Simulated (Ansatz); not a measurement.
**Geometry relaxation of SiH$_{5}$O$_{2}$ (charge +1)**

SiH$_{5}$O$_{2}$, charge +1, computed with RKS PBE0-D4/def2-TZVP (Ansatz 0.2.0).

Figures and captions count atoms from 1; the log counts them from 0 in places.

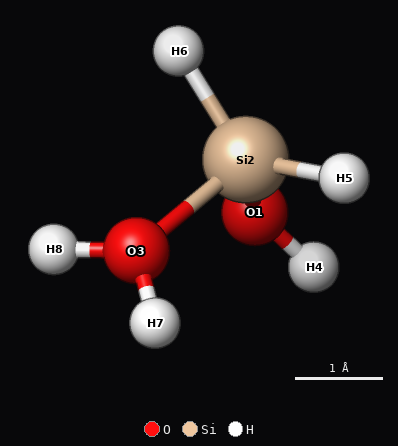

**Figure 1.** The input geometry (ball-and-stick view, seen at a tilt; atoms are numbered from 1 in the order of the input). Bond lengths as drawn: H–O 0.98 Å, H–Si 1.48 to 1.49 Å and O–Si 1.63 to 1.89 Å.

Input:
```yaml
crystal:
  periodic: [false, false, false]
  atoms:
    - {symbol: O, position_ang: [-1.467908, 0.107961, -0.788749]}
    - {symbol: Si, position_ang: [-0.219966, 0.694971, 0.077638]}
    - {symbol: O, position_ang: [0.870496, -0.783980, 0.534269]}
    - {symbol: H, position_ang: [-1.505188, 0.094799, -1.763851]}
    - {symbol: H, position_ang: [0.823097, 1.481250, -0.633519]}
    - {symbol: H, position_ang: [-0.647746, 1.032210, 1.452916]}
    - {symbol: H, position_ang: [1.575713, -1.150585, -0.045240]}
    - {symbol: H, position_ang: [0.571503, -1.476626, 1.166537]}
basis:
  gaussian: {orbitals: def2-TZVP}
total_charge: 1
hamiltonian: {xc: pbe0, dispersion: d4}
relax: {f_tol: 0.005, max_steps: 200}
```

Machine: 2 threads of Intel Xeon @ 2.50GHz, 11 GiB of memory available, shared host.

Run as:
```bash
ansatz run in.yaml --threads 2 --pin off --events-out ev --progress --plain --max-ram 4352MiB
```

Log:
```
Functional definition: PBE0
  name "PBE0"
  cite "Adamo & Barone, J. Chem. Phys. 110, 6158 (1999) doi:10.1063/1.478522"
  cite "Perdew, Burke & Ernzerhof, Phys. Rev. Lett. 77, 3865 (1996) doi:10.1103/PhysRevLett.77.3865"
  parent pbe
  parameter a = 0.25
  parameter kappa = 0.804
  parameter beta = 0.06672455060314922
  exchange = (1 - a)*pbe_x(kappa = kappa, mu = beta*pi^2/3) + a*exact_x
  correlation = pbe_c(beta = beta)
790 factors; their error is unknown
mean field evaluation 1: about -12025.6493 eV, gradient 1.0e2 eV
mean field evaluation 2: about -11989.2807 eV, gradient 1.6e2 eV
mean field evaluation 4: about -12041.3999 eV, gradient 1.5e1 eV
mean field evaluation 8: about -12041.7786 eV, gradient 2.8e-1 eV
mean field evaluation 16: about -12041.7787 eV, gradient 1.1e-5 eV
mean field -12041.77866909 eV, -442.5272038785 hartree, gradient 1.1e-5 eV, S^2 0.000000; 0 other end points of the search recorded, 0 dependent functions left out
the calculation of the forces begins
reference -12041.77869548 eV, -442.5272048483 hartree; 17, 17 occupied and 112, 112 virtual orbitals, 790 factors
relax step   1: F+E_penalty+E_count = -12041.85042349 eV  Δ(F+E_penalty+E_count) = +0.000e0 eV  max|allowed force component| = 9.111e-1 eV/Å  Δτ_max = 0.0000 Å  (25 SCF iters, accepted)
these checks for a lower state are left out or cut short: starts, cluster_reference, orbital_swaps, neighbouring_geometries, increment
790 factors; their error is unknown
mean field -12041.82488668 eV, -442.5289023433 hartree, gradient 1.4e-5 eV, S^2 0.000000; 0 other end points of the search recorded, 0 dependent functions left out
the calculation of the forces begins
reference -12041.82491291 eV, -442.5289033073 hartree; 17, 17 occupied and 112, 112 virtual orbitals, 790 factors
relax step   2: F+E_penalty+E_count = -12041.89673304 eV  Δ(F+E_penalty+E_count) = -4.631e-2 eV  max|allowed force component| = 5.353e-1 eV/Å  Δτ_max = 0.0321 Å  (30 SCF iters, accepted)
these checks for a lower state are left out or cut short: starts, cluster_reference, orbital_swaps, neighbouring_geometries, increment
790 factors; their error is unknown
mean field -12041.83940030 eV, -442.5294357090 hartree, gradient 1.4e-5 eV, S^2 0.000000; 0 other end points of the search recorded, 0 dependent functions left out
the calculation of the forces begins
reference -12041.83942643 eV, -442.5294366695 hartree; 17, 17 occupied and 112, 112 virtual orbitals, 790 factors
relax step   3: F+E_penalty+E_count = -12041.91140840 eV  Δ(F+E_penalty+E_count) = -1.468e-2 eV  max|allowed force component| = 8.349e-2 eV/Å  Δτ_max = 0.0227 Å  (30 SCF iters, accepted)
these checks for a lower state are left out or cut short: starts, cluster_reference, orbital_swaps, neighbouring_geometries, increment
790 factors; their error is unknown
mean field evaluation 32: about -12041.8000 eV, gradient 7.1e-4 eV
mean field -12041.84023416 eV, -442.5294663529 hartree, gradient 1.4e-5 eV, S^2 0.000000; 0 other end points of the search recorded, 0 dependent functions left out
the calculation of the forces begins
reference -12041.84026030 eV, -442.5294673136 hartree; 17, 17 occupied and 112, 112 virtual orbitals, 790 factors
relax step   4: F+E_penalty+E_count = -12041.91223450 eV  Δ(F+E_penalty+E_count) = -8.261e-4 eV  max|allowed force component| = 5.388e-2 eV/Å  Δτ_max = 0.0077 Å  (30 SCF iters, accepted)
these checks for a lower state are left out or cut short: starts, cluster_reference, orbital_swaps, neighbouring_geometries, increment
790 factors; their error is unknown
mean field -12041.84082635 eV, -442.5294881153 hartree, gradient 1.4e-5 eV, S^2 0.000000; 0 other end points of the search recorded, 0 dependent functions left out
the calculation of the forces begins
reference -12041.84085248 eV, -442.5294890759 hartree; 17, 17 occupied and 112, 112 virtual orbitals, 790 factors
relax step   5: F+E_penalty+E_count = -12041.91282572 eV  Δ(F+E_penalty+E_count) = -5.912e-4 eV  max|allowed force component| = 5.176e-2 eV/Å  Δτ_max = 0.0133 Å  (29 SCF iters, accepted)
these checks for a lower state are left out or cut short: starts, cluster_reference, orbital_swaps, neighbouring_geometries, increment
790 factors; their error is unknown
mean field -12041.84110914 eV, -442.5294985078 hartree, gradient 1.4e-5 eV, S^2 0.000000; 0 other end points of the search recorded, 0 dependent functions left out
the calculation of the forces begins
reference -12041.84113527 eV, -442.5294994682 hartree; 17, 17 occupied and 112, 112 virtual orbitals, 790 factors
relax step   6: F+E_penalty+E_count = -12041.91310663 eV  Δ(F+E_penalty+E_count) = -2.809e-4 eV  max|allowed force component| = 3.176e-2 eV/Å  Δτ_max = 0.0092 Å  (29 SCF iters, accepted)
these checks for a lower state are left out or cut short: starts, cluster_reference, orbital_swaps, neighbouring_geometries, increment
790 factors; their error is unknown
mean field -12041.84123470 eV, -442.5295031222 hartree, gradient 1.4e-5 eV, S^2 0.000000; 0 other end points of the search recorded, 0 dependent functions left out
the calculation of the forces begins
reference -12041.84126083 eV, -442.5295040825 hartree; 17, 17 occupied and 112, 112 virtual orbitals, 790 factors
relax step   7: F+E_penalty+E_count = -12041.91324111 eV  Δ(F+E_penalty+E_count) = -1.345e-4 eV  max|allowed force component| = 1.147e-2 eV/Å  Δτ_max = 0.0067 Å  (30 SCF iters, accepted)
these checks for a lower state are left out or cut short: starts, cluster_reference, orbital_swaps, neighbouring_geometries, increment
790 factors; their error is unknown
mean field evaluation 64: about -12041.8413 eV, gradient 1.4e-5 eV
mean field -12041.84126157 eV, -442.5295041097 hartree, gradient 1.4e-5 eV, S^2 0.000000; 0 other end points of the search recorded, 0 dependent functions left out
the calculation of the forces begins
reference -12041.84128771 eV, -442.5295050702 hartree; 17, 17 occupied and 112, 112 virtual orbitals, 790 factors
relax step   8: F+E_penalty+E_count = -12041.91326315 eV  Δ(F+E_penalty+E_count) = -2.204e-5 eV  max|allowed force component| = 8.093e-3 eV/Å  Δτ_max = 0.0023 Å  (31 SCF iters, accepted)
these checks for a lower state are left out or cut short: starts, cluster_reference, orbital_swaps, neighbouring_geometries, increment
790 factors; their error is unknown
mean field -12041.84127017 eV, -442.5295044257 hartree, gradient 1.4e-5 eV, S^2 0.000000; 0 other end points of the search recorded, 0 dependent functions left out
the calculation of the forces begins
reference -12041.84129631 eV, -442.5295053862 hartree; 17, 17 occupied and 112, 112 virtual orbitals, 790 factors
relax step   9: F+E_penalty+E_count = -12041.91327455 eV  Δ(F+E_penalty+E_count) = -1.139e-5 eV  max|allowed force component| = 3.260e-3 eV/Å  Δτ_max = 0.0021 Å  (31 SCF iters, accepted)
```

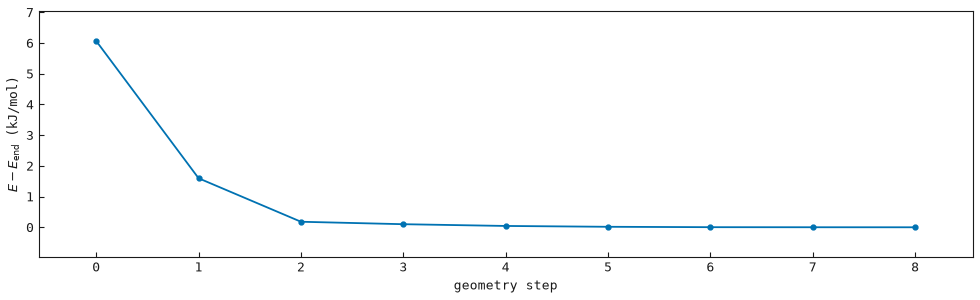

**Figure 2.** Progress of the relaxation, step by step (the first geometry is step 0 here and step 1 in the log).

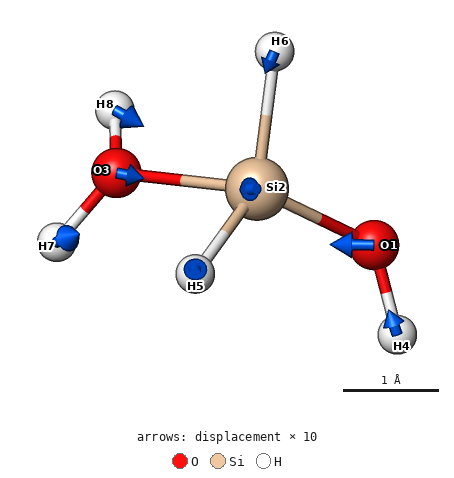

**Figure 3.** The starting structure with the displacements as blue arrows, magnified 10 times (ball-and-stick view, seen at a tilt). The two geometries are laid on each other by the best rigid fit. O1 moves most after the best rigid fit: 0.048 Å. Largest moves by element: O 0.048 Å, H 0.046 Å, Si 0.032 Å. Among the contacts that change: Si2–O3 1.893 → 1.837 Å, O1–Si2 1.629 → 1.594 Å, Si2–H5 1.487 → 1.469 Å, Si2–H6 1.479 → 1.463 Å. Among the angles that change: Si2–O1–H4 124.4° → 126.6°. Over 8 geometry steps the energy falls by 6.06 kJ/mol. Largest force component: 0.91 eV/Å at the start, 0.0033 eV/Å at the end. (Atoms are counted from 1 in the order of the input.)

```
790 factors; their error is unknown
mean field -12041.84127017 eV, -442.5295044257 hartree, gradient 1.4e-5 eV, S^2 0.000000; 1 other end points of the search recorded, 0 dependent functions left out
the calculation of the forces begins
reference -12041.84129631 eV, -442.5295053862 hartree; 17, 17 occupied and 112, 112 virtual orbitals, 790 factors
Total energy: -12041.91330068 eV, -442.5321514981 hartree
Atom 0 at    -1.423611     0.094123    -0.777917 Å, force    -0.001330     0.001153     0.000795 eV/Å
Atom 1 at    -0.207983     0.665433     0.079898 Å, force     0.001618    -0.002397    -0.000190 eV/Å
Atom 2 at     0.844003    -0.774066     0.521849 Å, force    -0.001987     0.003260     0.000471 eV/Å
Atom 3 at    -1.500938     0.098345    -1.735300 Å, force     0.000407    -0.001024    -0.000751 eV/Å
Atom 4 at     0.813515     1.453653    -0.622670 Å, force     0.000592     0.000406    -0.000297 eV/Å
Atom 5 at    -0.632959     1.028569     1.431919 Å, force     0.000098    -0.000224     0.000650 eV/Å
Atom 6 at     1.559496    -1.107712    -0.040732 Å, force     0.001591     0.000194    -0.001392 eV/Å
Atom 7 at     0.548477    -1.458343     1.142954 Å, force    -0.000988    -0.001368     0.000714 eV/Å
Dipole moment:     0.650079    -0.468939    -0.006971 e Å
```

Trajectory as extended XYZ (Å, eV, eV/Å), 9 frames, from step=1 to step=9:
```
8
Properties=species:S:1:pos:R:3:forces:R:3 step=1 energy=-12041.85042
O    -1.4679    0.1080   -0.7887    0.9111   0.4114  -0.0298
Si   -0.2200    0.6950    0.0776   -0.4455  -0.6804  -0.3800
O     0.8705   -0.7840    0.5343   -0.0129  -0.3549  -0.0818
H    -1.5052    0.0948   -1.7639    0.0652   0.0308   0.7115
H     0.8231    1.4812   -0.6335   -0.2645  -0.1771   0.1550
H    -0.6477    1.0322    1.4529    0.0940  -0.0507  -0.3059
H     1.5757   -1.1506   -0.0452   -0.5061   0.3103   0.3641
H     0.5715   -1.4766    1.1665    0.1588   0.5106  -0.4331
8
Properties=species:S:1:pos:R:3:forces:R:3 step=2 energy=-12041.89673
O    -1.4483    0.1010   -0.7782    0.5353   0.2418   0.1460
Si   -0.2157    0.6873    0.0807   -0.2563  -0.5162  -0.2001
O     0.8641   -0.7765    0.5317   -0.1312   0.0393  -0.0721
H    -1.4817    0.0896   -1.7426   -0.0133   0.0015   0.1823
H     0.8104    1.4706   -0.6285   -0.0650  -0.0367   0.0345
H    -0.6420    1.0327    1.4405    0.0343   0.0000  -0.0705
H     1.5547   -1.1380   -0.0504   -0.1233   0.1166   0.0742
H     0.5585   -1.4667    1.1469    0.0195   0.1535  -0.0945
8
Properties=species:S:1:pos:R:3:forces:R:3 step=3 energy=-12041.91141
O    -1.4296    0.0931   -0.7698    0.0337   0.0127  -0.0692
Si   -0.2119    0.6717    0.0819    0.0516  -0.0704   0.0835
O     0.8509   -0.7673    0.5258   -0.0427   0.0335  -0.0163
H    -1.4686    0.0907   -1.7301   -0.0651  -0.0194  -0.0100
H     0.8050    1.4578   -0.6271    0.0095   0.0191  -0.0104
H    -0.6336    1.0278    1.4357    0.0007   0.0213   0.0149
H     1.5425   -1.1193   -0.0545    0.0299   0.0140  -0.0267
H     0.5453   -1.4545    1.1380   -0.0176  -0.0108   0.0344
8
Properties=species:S:1:pos:R:3:forces:R:3 step=4 energy=-12041.91223
O    -1.4290    0.0917   -0.7722    0.0539   0.0159  -0.0317
Si   -0.2105    0.6669    0.0822    0.0011  -0.0096   0.0364
O     0.8491   -0.7687    0.5251   -0.0204  -0.0029  -0.0049
H    -1.4747    0.0950   -1.7321   -0.0515  -0.0170  -0.0070
H     0.8049    1.4569   -0.6261    0.0075   0.0040  -0.0063
H    -0.6321    1.0295    1.4349   -0.0010   0.0035   0.0083
H     1.5461   -1.1164   -0.0520    0.0165   0.0105  -0.0134
H     0.5461   -1.4549    1.1403   -0.0061  -0.0045   0.0186
8
Properties=species:S:1:pos:R:3:forces:R:3 step=5 energy=-12041.91283
O    -1.4272    0.0905   -0.7757    0.0518   0.0193  -0.0170
Si   -0.2092    0.6632    0.0815   -0.0316   0.0265  -0.0030
O     0.8458   -0.7710    0.5237    0.0129  -0.0412   0.0021
H    -1.4859    0.1015   -1.7350   -0.0286  -0.0130   0.0156
H     0.8072    1.4540   -0.6263   -0.0014  -0.0055   0.0044
H    -0.6311    1.0282    1.4343   -0.0014  -0.0036  -0.0050
H     1.5525   -1.1113   -0.0470   -0.0112   0.0073   0.0120
H     0.5480   -1.4552    1.1445    0.0094   0.0101  -0.0091
8
Properties=species:S:1:pos:R:3:forces:R:3 step=6 energy=-12041.91311
O    -1.4254    0.0908   -0.7777    0.0318   0.0143  -0.0064
Si   -0.2086    0.6626    0.0806   -0.0281   0.0218  -0.0114
O     0.8442   -0.7738    0.5224    0.0112  -0.0193   0.0016
H    -1.4946    0.1044   -1.7361   -0.0128  -0.0097   0.0133
H     0.8093    1.4531   -0.6254    0.0005  -0.0062   0.0046
H    -0.6320    1.0284    1.4327    0.0005  -0.0066  -0.0030
H     1.5570   -1.1091   -0.0432   -0.0101   0.0007   0.0107
H     0.5502   -1.4564    1.1465    0.0072   0.0050  -0.0094
8
Properties=species:S:1:pos:R:3:forces:R:3 step=7 energy=-12041.91324
O    -1.4237    0.0920   -0.7787    0.0084   0.0115  -0.0001
Si   -0.2085    0.6646    0.0797   -0.0076  -0.0046  -0.0051
O     0.8430   -0.7741    0.5215    0.0092  -0.0051   0.0006
H    -1.5009    0.1022   -1.7362   -0.0012  -0.0038   0.0063
H     0.8132    1.4523   -0.6235   -0.0033   0.0019   0.0011
H    -0.6322    1.0272    1.4324   -0.0027   0.0018  -0.0032
H     1.5591   -1.1071   -0.0408   -0.0033  -0.0015   0.0034
H     0.5501   -1.4569    1.1456    0.0005  -0.0001  -0.0031
8
Properties=species:S:1:pos:R:3:forces:R:3 step=8 energy=-12041.91326
O    -1.4234    0.0938   -0.7782   -0.0061  -0.0009  -0.0059
Si   -0.2080    0.6650    0.0796    0.0043  -0.0004   0.0047
O     0.8439   -0.7749    0.5217   -0.0023   0.0081  -0.0008
H    -1.5018    0.1002   -1.7355    0.0009  -0.0024   0.0012
H     0.8131    1.4538   -0.6229    0.0021  -0.0015   0.0000
H    -0.6335    1.0286    1.4313    0.0023  -0.0020   0.0017
H     1.5600   -1.1082   -0.0403    0.0011   0.0002  -0.0016
H     0.5497   -1.4584    1.1442   -0.0023  -0.0010   0.0006
8
Properties=species:S:1:pos:R:3:forces:R:3 step=9 energy=-12041.91328
O    -1.4236    0.0941   -0.7779   -0.0013   0.0012   0.0008
Si   -0.2080    0.6654    0.0799    0.0016  -0.0024  -0.0002
O     0.8440   -0.7741    0.5218   -0.0020   0.0033   0.0005
H    -1.5009    0.0983   -1.7353    0.0004  -0.0010  -0.0008
H     0.8135    1.4537   -0.6227    0.0006   0.0004  -0.0003
H    -0.6330    1.0286    1.4319    0.0001  -0.0002   0.0006
H     1.5595   -1.1077   -0.0407    0.0016   0.0002  -0.0014
H     0.5485   -1.4583    1.1430   -0.0010  -0.0014   0.0007
```

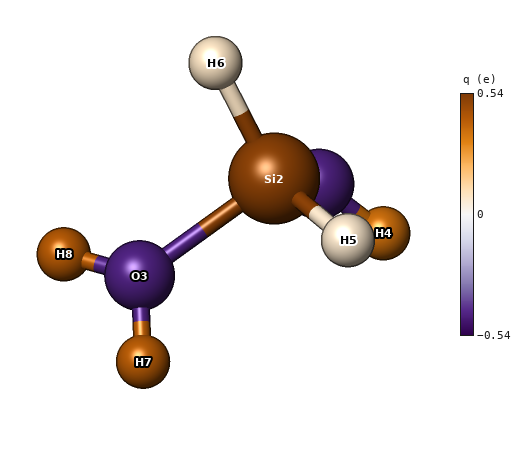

**Figure 4.** Mulliken charges, as the colour of each atom (ball-and-stick view, seen at a tilt; atoms are numbered from 1 in the order of the input). By element: O −0.44, Si +0.51 and H +0.07 to +0.43 e.

Key numbers:

```json
{"quantity": "outcome", "value": "converged"}
{"quantity": "total energy", "value": "−12041.9133 eV"}
{"quantity": "mean-field energy", "value": "−12041.8413 eV"}
{"quantity": "dispersion energy", "value": "−0.0720 eV"}
{"quantity": "SCF solution under orbital rotations", "value": "stable"}
{"quantity": "largest force (length of the vector) at the end", "value": "0.004 eV/Å"}
{"quantity": "wall time", "value": "21 s (CPU time 38 s)"}
{"quantity": "peak memory", "value": "0.23 GiB"}
```
